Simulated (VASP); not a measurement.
Band structure of Se (trig). Level of theory: PBE GGA with D3 dispersion (zero damping), VASP's PBE PAW potentials (set 64) (plane waves; VASP).

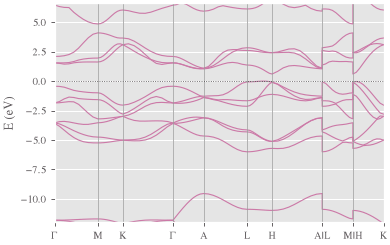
Bands along high-symmetry lines, zero at the valence-band maximum or, without a gap, the Fermi level

**Question.** Read the plot: is there a gap, and where are the band edges?

**Answer.** The gap is indirect, 0.60 eV, from the valence maximum at L-H at 0.67 to the conduction minimum at H. (Edges off the drawn lines would not show.)

The compound is Se in the trig structure. It was relaxed first.
